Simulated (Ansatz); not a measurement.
The calculation's input:

```
crystal:
  periodic: [false, false, false]
  atoms:
    - { symbol: Al, position_ang: [0.0, 0.0, 0.0] }
    - { symbol: F, position_ang: [0.0, 0.0, 1.69] }
    - { symbol: O, position_ang: [1.5415, 0.0, -0.89] }
    - { symbol: H, position_ang: [1.8414, -0.9519, -1.0449] }
    - { symbol: F, position_ang: [-1.4635, 0.0, -0.845] }
basis:
  gaussian: { orbitals: def2-SVP }
hamiltonian:
  xc: pbe
  dispersion: d4
relax:
  f_tol: 0.02
  max_steps: 40
output:
  orbitals: {}
```

Command:

```sh
ansatz run input.yaml --threads 2 --pin off --max-ram 3072MiB --backend cpu --events-out ev --progress --plain --runs-dir out
```

The fields are those of the relaxed geometry.

These are results of Ansatz 0.2.0, RKS PBE-D4/def2-SVP, not measurements.

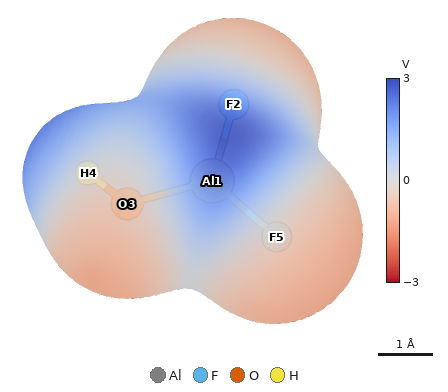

AlF$_{2}$HO. The molecular electrostatic potential painted on the density surface at 0.001 e/bohr³, seen at a tilt; red is negative and blue positive.

**Describe the electrostatic potential map.**

The most negative region (about −1.1 V) lies over O3 and F5, the most positive (about +2.8 V) over Al1.
